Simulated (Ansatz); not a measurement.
**LiIF (built on the sites of a database entry of CsBrF): relaxing the cell for a phonon run**

Task: relax LiIF (built on the sites of a database entry of CsBrF) tightly.

Program: Ansatz 0.2.0. Level of theory: DFT PBEsol, scalar-relativistic, plane waves, PAW. Results are calculated unless marked as measured.

The structure was built from a prototype and need not be the compound's stable phase.

## Step 1: Set-up

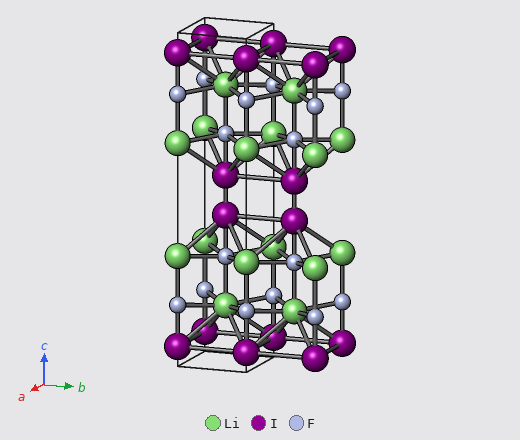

The starting structure, seen slightly off an axis (lithium green, iodine purple, fluorine light blue). 1×2×1 cells are drawn. This picture shows the conventional cell, with its axes. Some periodic images of atoms are drawn too.

## Step 2: A coarse first look

A quick single point on a coarse mesh tells whether the cell has a gap and how far it is from rest, which sets the k mesh and smearing that follow.

The input, input.yaml:

```yaml
crystal:
  lattice:
    - [-1.5659, 1.5659, 7.24814]
    - [1.5659, -1.5659, 7.24814]
    - [1.5659, 1.5659, -7.24814]
  atoms:
    - { symbol: Li, position: [0.66931058, 0.66931058, 0.0] }
    - { symbol: Li, position: [0.33068942, 0.33068942, 0.0] }
    - { symbol: I, position: [0.05993317, 0.05993317, 0.0] }
    - { symbol: I, position: [0.94006683, 0.94006683, 0.0] }
    - { symbol: F, position: [0.81597442, 0.81597442, 0.0] }
    - { symbol: F, position: [0.18402557, 0.18402557, 0.0] }
kpoints:
  mp_grid: { grid: [8, 8, 8] }
hamiltonian:
  xc: pbesol
scf:
  occupations: { method: gaussian, width: 0.1 }
output:
  forces: true
  stress: true
  eigenvalues: true
```

Started as:

```sh
$ ansatz run input.yaml --threads 8 --pin off --max-ram 14336MiB --backend cpu --events-out ev --progress --plain --runs-dir out
```

Numbers of over 12 decimals in the logs are rounded to 6 here.

The log of the run:

```text
[...]
k-point 0: bands = [... 23 lower, 9.3907, 10.5536, 15.7308, 15.7308, 16.1857, 16.4861, 18.5592, 18.7410, ... 2 higher]
  k-point 1: bands = [... 23 lower, 8.4671, 11.3966, 14.2513, 14.6906, 17.7680, 17.9706, 19.0681, 19.3506, ... 2 higher]
  k-point 2: bands = [... 23 lower, 7.7840, 12.3618, 12.7676, 13.1339, 17.3195, 19.3039, 19.7805, 20.1722, ... 2 higher]
  k-point 58: bands = [... 23 lower, 9.3039, 11.1804, 15.7397, 15.7397, 16.1616, 16.6098, 17.1485, 20.0671, ... 2 higher]
[key lines of the parts left out:]
SCF converged after 9 iterations
Free energy (F): -16844.009285 eV
Fermi energy:    15.788650 eV
P = ⅓ Tr σ = 167.6199 GPa (1676.199 kbar)
```

Wall time 4.4 s (8 threads of Arm Neoverse V2, shared host); peak memory 0.56 GiB; 9.6 s of CPU time.

Numbers from this step:

```
pressure          : 167.6 GPa
volume per atom   : 11.85 Å³
gap on the k-mesh : 0 eV
```

The coarse mesh shows no gap and a pressure of 167.6 GPa.

## Step 3: Coarse relaxation

The start is far from rest, so a relaxation with loose tolerances brings it close first.

Edit input.yaml of step 2 so:

```diff
@@ -22 +22,6 @@
   eigenvalues: true
+relax:
+  adjacent_minimum: "off"
+  f_tol: 0.05
+  max_steps: 80
+  cell: { stress_tol: 0.5 }
```

The log of the run:

```text
[...]
Crystal: 6 atoms, lattice volume = 71.091 Å³
Basis set: ecut = 420 eV, 1413 PW (Γ), FFT grids on a1+a3, a2+a3, a3, exchange–correlation on 48×48×108 points (8 copies of the dense FFT grid, shifted against one another)
Bands: 33, of which v1, the nominal top of the filled ones, is band 27 counted from 1 (26 counted from 0)
Symmetry: 16 space group operations
[...]
cell:  # Å, volume = 130.9481 Å³
    - [-1.867873, 1.867873, 9.383062]
    - [1.867873, -1.867873, 9.383062]
    - [1.867873, 1.867873, -9.383062]
  atoms:
    - { symbol: Li, position: [0.698376, 0.698376, 0] }
    - { symbol: Li, position: [0.301624, 0.301624, 0] }
    - { symbol: I, position: [0.072298, 0.072298, 0] }
    - { symbol: I, position: [0.927702, 0.927702, 0] }
    - { symbol: F, position: [0.791936, 0.791936, 0] }
    - { symbol: F, position: [0.208064, 0.208064, 0] }
[key lines of the parts left out:]
SCF converged after 7 iterations
Free energy (F): -16875.063120 eV
Fermi energy:    5.118209 eV
P = ⅓ Tr σ = 0.3537 GPa (3.537 kbar)
```

Run time: 24 s. Hardware: 8 threads; peak memory 0.75 GiB; 2.9 min of CPU time.

Step by step:

| step | energy less that of the first step (eV) | largest force component (eV/Å) | pressure (GPa) | volume (Å³) |
| --- | --- | --- | --- | --- |
| 1 | 0.0000 | 67.0390 | 167.62 | 71.09 |
| 2 | -18.4817 | 15.6596 | 86.28 | 74.81 |
| 3 | -25.1138 | 6.8636 | 43.63 | 84.10 |
| 4 | -28.3603 | 3.0015 | 18.20 | 95.17 |
| 5 | -29.5576 | 1.1880 | 0.90 | 107.43 |
| 6 | -29.6598 | 0.8920 | 2.71 | 103.34 |
| 7 | -29.7230 | 0.2037 | 0.54 | 105.78 |
| 8 | -29.7233 | 0.1298 | 0.01 | 106.38 |
| 9 | -29.7240 | 0.0540 | -0.21 | 106.38 |
| 10 | -29.7247 | 0.0160 | 0.30 | 106.00 |
| 11 | -29.7245 | 0.0017 | -0.01 | 106.27 |
| 12* | -30.4940 | 0.0390 | 8.47 | 106.27 |
| 13 | -30.7516 | 0.0820 | 5.18 | 112.57 |
| 14 | -30.9383 | 0.0418 | 1.62 | 123.05 |
| 15 | -30.9470 | 0.0447 | -0.01 | 127.78 |
| 16* | -31.0418 | 0.0457 | 0.84 | 127.78 |
| 17 | -31.0489 | 0.0304 | 0.34 | 130.95 |
| 18* | -31.0538 | 0.0297 | 0.35 | 130.95 |

Relaxation steps marked * repeat the geometry before them on a plane-wave basis chosen anew for their cell, so energy and pressure can jump there. Relaxation step 10 was tried and not accepted.

Forces are held to the 16 operations that the run works with; a distortion that breaks them can't arise in this run.

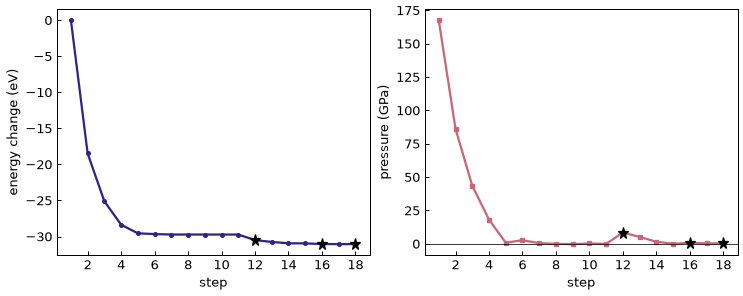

Energy and pressure along the relaxation. Stars mark steps on a basis chosen anew.

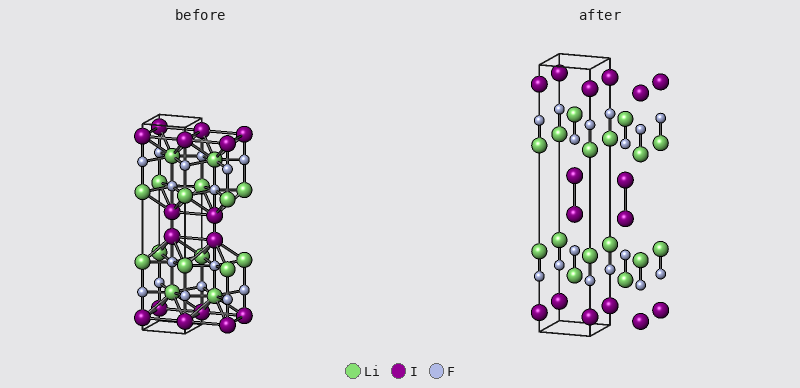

The structure before and after the relaxation, drawn at the same scale. Bonds to atoms that aren't drawn are left out.

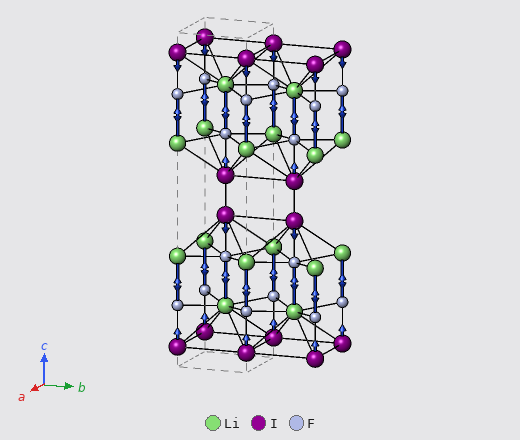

Displacements in the relaxation, exaggerated, measured against the changing cell; the longest in the cell stands for 0.55 Å. 1×2×1 conventional cells are drawn. Some periodic images of atoms are drawn too.

| cell as run | before | after | change |
| --- | --- | --- | --- |
| a (Å) | 7.579 | 9.748 | +28.6 % |
| b (Å) | 7.579 | 9.748 | +28.6 % |
| c (Å) | 7.579 | 9.748 | +28.6 % |
| α (°) | 156.15 | 157.91 | +1.1 % |
| β (°) | 156.15 | 157.91 | +1.1 % |
| γ (°) | 33.98 | 31.45 | -7.5 % |
| volume (Å³/atom) | 11.85 | 21.82 | +84.2 % |

The atoms that moved most (Å, as changes of fractional coordinates times the final cell):

| atom | dx | dy | dz | length |
| --- | --- | --- | --- | --- |
| Li2 | 0.000 | 0.000 | -0.545 | 0.545 |
| Li1 | 0.000 | 0.000 | 0.545 | 0.545 |
| F6 | 0.000 | 0.000 | 0.451 | 0.451 |
| F5 | 0.000 | 0.000 | -0.451 | 0.451 |
| I4 | 0.000 | 0.000 | -0.232 | 0.232 |
| I3 | 0.000 | 0.000 | 0.232 | 0.232 |

Final coordinates:

```xyz
6
Lattice="-1.8679 1.8679 9.3831 1.8679 -1.8679 9.3831 1.8679 1.8679 -9.3831" Properties=species:S:1:pos:R:3 pbc="T T T"
Li    0.0000    0.0000   13.1058
Li    0.0000    0.0000    5.6603
I     0.0000    0.0000    1.3567
I     0.0000    0.0000   17.4094
F     0.0000    0.0000   14.8616
F     0.0000    0.0000    3.9046
```

This step gave:

```yaml
pressure: 0.3537 GPa
volume_per_atom: 21.82 Å³
```

In this step the volume went from 11.85 to 21.82 Å³/atom.

## Step 4: Bringing the structure to rest

Harmonic phonons are second derivatives at a point where the forces vanish, and they are wanted at zero stress, so atoms and cell are relaxed first.

The input, input.yaml:

```yaml
crystal:
  lattice:
    - [-1.8678729615, 1.8678729615, 9.3830618232]
    - [1.8678729615, -1.8678729615, 9.3830618232]
    - [1.8678729615, 1.8678729615, -9.3830618232]
  atoms:
    - { symbol: Li, position: [0.698376464, 0.698376464, 0.0] }
    - { symbol: Li, position: [0.301623536, 0.301623536, 0.0] }
    - { symbol: I, position: [0.072297746, 0.072297746, 0.0] }
    - { symbol: I, position: [0.927702254, 0.927702254, 0.0] }
    - { symbol: F, position: [0.7919357826, 0.7919357826, 0.0] }
    - { symbol: F, position: [0.2080642174, 0.2080642174, 0.0] }
kpoints:
  mp_grid: { grid: [14, 14, 14] }
hamiltonian:
  xc: pbesol
scf:
  occupations: { method: gaussian, width: 0.1 }
output:
  forces: true
  stress: true
  eigenvalues: true
relax:
  adjacent_minimum: "off"
  f_tol: 0.005
  max_steps: 80
  cell: { stress_tol: 0.05 }
```

The log of the run:

```text
[...]
Crystal: 6 atoms, lattice volume = 130.948 Å³
Basis set: ecut = 420 eV, 2563 PW (Γ), FFT grids on a1+a3, a2+a3, a3, exchange–correlation on 50×50×144 points (8 copies of the dense FFT grid, shifted against one another)
Bands: 33, of which v1, the nominal top of the filled ones, is band 27 counted from 1 (26 counted from 0)
Symmetry: 16 space group operations
[...]
k-points: 244 of 2744
[...]
SCF iter   1: F=—  HF=-16875.083926 eV  |F-HF|=—  |Δ(HF+E_count)|=         —  Δρ=8.24e-3  dr2=7.13e-2  ethr=1.77e-3  ⟨swp⟩=8.4  Hψ=39965  notcnv=0  defer=19
[...]
SCF iter  10: F=-16875.063514 eV  HF=-16875.063514 eV  |F-HF|=8.49e-8  |Δ(HF+E_count)|=   4.12e-7  Δρ=4.92e-6  dr2=5.39e-8  ethr=1.85e-10  ⟨swp⟩=11.7  Hψ=37837  notcnv=0
SCF 1 converged in 10 iterations: F = -16875.063514 eV  dr2 = 5.39e-8
[...]
relax step   1: F+E_penalty+E_count = -16875.06351434 eV  Δ(F+E_penalty+E_count) = +0.000e0 eV  max|allowed force component| = 2.922e-2 eV/Å  Δτ_max = 0.0000 Å  P = +0.352 GPa  Ω = 130.948 Å³  (10 SCF iters, dr2 threshold 1.00e-7 eV, accepted)
Crystal: 6 atoms, lattice volume = 133.204 Å³
Basis set: ecut = 420 eV, 2619 PW (Γ), FFT grids on a1+a3, a2+a3, a3, exchange–correlation on 50×50×144 points (8 copies of the dense FFT grid, shifted against one another)
[...]
SCF iter   7: F=-16875.061345 eV  HF=-16875.061345 eV  |F-HF|=2.43e-8  |Δ(HF+E_count)|=   2.39e-7  Δρ=1.07e-5  dr2=3.08e-7  ethr=9.98e-10  ⟨swp⟩=9.3  Hψ=40939  notcnv=0
SCF 2 converged in 7 iterations: F = -16875.061345 eV  dr2 = 3.08e-7
relax step   2: F+E_penalty+E_count = -16875.06134494 eV  Δ(F+E_penalty+E_count) = +2.169e-3 eV  max|allowed force component| = 8.015e-2 eV/Å  Δτ_max = 0.0093 Å  P = -0.232 GPa  Ω = 133.204 Å³  energy of the carried Pulay correction = -2.977e-3 eV  (7 SCF iters, dr2 threshold 5.39e-7 eV, accepted)
Crystal: 6 atoms, lattice volume = 133.173 Å³
[...]
SCF iter   8: F=-16875.062130 eV  HF=-16875.062130 eV  |F-HF|=1.08e-7  |Δ(HF+E_count)|=   2.11e-7  Δρ=6.05e-6  dr2=2.64e-7  ethr=1.11e-9  ⟨swp⟩=7.4  Hψ=32849  notcnv=0
SCF 3 converged in 8 iterations: F = -16875.062130 eV  dr2 = 2.64e-7
relax step   3: F+E_penalty+E_count = -16875.06213015 eV  Δ(F+E_penalty+E_count) = -7.852e-4 eV  max|allowed force component| = 4.338e-2 eV/Å  Δτ_max = 0.0125 Å  P = -0.057 GPa  Ω = 133.173 Å³  energy of the carried Pulay correction = -2.936e-3 eV  (8 SCF iters, dr2 threshold 6.00e-7 eV, accepted)
[...]
relax step   4: F+E_penalty+E_count = -16875.06308324 eV  Δ(F+E_penalty+E_count) = -9.531e-4 eV  max|allowed force component| = 7.393e-3 eV/Å  Δτ_max = 0.0088 Å  P = +0.000 GPa  Ω = 132.756 Å³  energy of the carried Pulay correction = -2.390e-3 eV  (8 SCF iters, dr2 threshold 1.18e-7 eV, accepted)
[...]
relax step   5: F+E_penalty+E_count = -16875.06298371 eV  Δ(F+E_penalty+E_count) = +9.953e-5 eV  max|allowed force component| = 3.838e-3 eV/Å  Δτ_max = 0.0013 Å  P = +0.004 GPa  Ω = 132.860 Å³  energy of the carried Pulay correction = -2.527e-3 eV  (8 SCF iters, dr2 threshold 3.42e-9 eV, accepted)
[...]
relax step   6: F+E_penalty+E_count = -16875.06578621 eV  Δ(F+E_penalty+E_count) = -2.803e-3 eV  max|allowed force component| = 3.945e-3 eV/Å  Δτ_max = 0.0000 Å  P = +0.044 GPa  Ω = 132.860 Å³  stress off target by 5.51e-2 GPa  SCF on the basis re-selected at this cell (its energy is not comparable with the rows above)  (9 SCF iters)
[...]
relax step   7: F+E_penalty+E_count = -16875.06545838 eV  Δ(F+E_penalty+E_count) = +3.278e-4 eV  max|allowed force component| = 9.888e-4 eV/Å  Δτ_max = 0.0017 Å  P = +0.006 GPa  Ω = 133.155 Å³  energy of the carried Pulay correction = -4.015e-4 eV  (8 SCF iters, dr2 threshold 7.60e-9 eV, accepted)
[...]
SCF iter   1: F=—  HF=-16875.064814 eV  |F-HF|=—  |Δ(HF+E_count)|=         —  Δρ=1.72e-4  dr2=1.03e-6  ethr=7.37e-7  ⟨swp⟩=3.0  Hψ=57674  notcnv=0
eigensolver tolerance schedule: the retry pair's looser diagonalisation over-reported the residual by 386.61 of it (diagonalisation noise at 0.10 of the residual, at the tolerance the schedule requests for it); recorded, not acted on — ethr = c·dr2/N_el stays at c = 1.0e-1
[...]
SCF iter   2: F=—  HF=-16875.065621 eV  |F-HF|=—  |Δ(HF+E_count)|=   8.07e-4  Δρ=8.68e-5  dr2=2.36e-7  ethr=1.90e-9  ⟨swp⟩=2.6  Hψ=15204  notcnv=0
[...]
SCF iter   7: F=-16875.065853 eV  HF=-16875.065853 eV  |F-HF|=1.46e-11  |Δ(HF+E_count)|=  1.86e-10  Δρ=7.42e-8  dr2=1.71e-11  ethr=1.00e-12  ⟨swp⟩=7.0  Hψ=33003  notcnv=0
SCF 8 converged in 7 iterations: F = -16875.065853 eV  dr2 = 1.71e-11
relax step   8: F+E_penalty+E_count = -16875.06585261 eV  Δ(F+E_penalty+E_count) = -3.942e-4 eV  max|allowed force component| = 9.918e-4 eV/Å  Δτ_max = 0.0000 Å  P = +0.009 GPa  Ω = 133.155 Å³  stress off target by 1.28e-2 GPa  SCF on the basis re-selected at this cell (its energy is not comparable with the rows above)  (7 SCF iters)
[...]
SCF converged after 7 iterations
Free energy (F): -16875.065853 eV
[...]
Internal energy: -16875.064677 eV  (E = F + TS)
E sigma→0 (E₀):  -16875.065265 eV
Entropy (-TS):   -0.001176 eV (-0.196 meV/atom)
Fermi energy:    4.901691 eV
[...]
--- Forces (eV/Å), atoms counted from 1 ---
  atom   1  Li     0.00000000     0.00000000    -0.00031741
  atom   2  Li    -0.00000000     0.00000000     0.00031741
  atom   3  I      0.00000000    -0.00000000     0.00099180
  atom   4  I     -0.00000000    -0.00000000    -0.00099180
  atom   5  F      0.00000000     0.00000000     0.00022954
  atom   6  F     -0.00000000     0.00000000    -0.00022954
  max |Σ_I F_I| component: 4.55e-18 eV/Å
--- Stress (GPa, compression-positive) ---
        0.012801      -0.000000      -0.000000
       -0.000000       0.012801       0.000000
       -0.000000       0.000000       0.001559
  P = ⅓ Tr σ = 0.0091 GPa (0.091 kbar)
--- Band table (eV; the first three rows and the last of 244) ---
  k-point 0: bands = [... 23 lower, 3.0383, 3.0383, 4.4294, 4.4294, 5.2484, 7.5592, 8.9519, 9.1709, ... 2 higher]
  k-point 1: bands = [... 23 lower, 2.8059, 2.8638, 4.1781, 4.2593, 5.3364, 7.7634, 9.2580, 9.4083, ... 2 higher]
  k-point 2: bands = [... 23 lower, 2.2920, 2.4388, 3.6593, 3.8388, 5.5096, 8.1671, 9.8843, 10.1089, ... 2 higher]
  k-point 243: bands = [... 23 lower, 3.0307, 3.0307, 4.4290, 4.4290, 4.8751, 8.0789, 8.5754, 10.2119, ... 2 higher]
--- Relaxed structure (6 steps of the walk, 6 accepted, 2 SCFs on fresh bases) ---
[...]
cell:  # Å, volume = 133.1554 Å³
    - [-1.882422, 1.882422, 9.394303]
    - [1.882422, -1.882422, 9.394303]
    - [1.882422, 1.882422, -9.394303]
  atoms:
    - { symbol: Li, position: [0.698355, 0.698355, 0] }
    - { symbol: Li, position: [0.301645, 0.301645, 0] }
    - { symbol: I, position: [0.072303, 0.072303, 0] }
    - { symbol: I, position: [0.927697, 0.927697, 0] }
    - { symbol: F, position: [0.791663, 0.791663, 0] }
    - { symbol: F, position: [0.208337, 0.208337, 0] }
```

The job ended after 58 s (8 threads; peak memory 1.2 GiB).

(Continued in part 2 of 2.)

[Logs are printed without paths, hosts, clocks, repeated set-up lines and the standing remarks that a program may print on its own settings, such as how far it seeks lower states.]

[Hosts, paths, dates, database ids (printed as entryN), source tags and the programs' standing remarks are cut or masked in the printed files.]
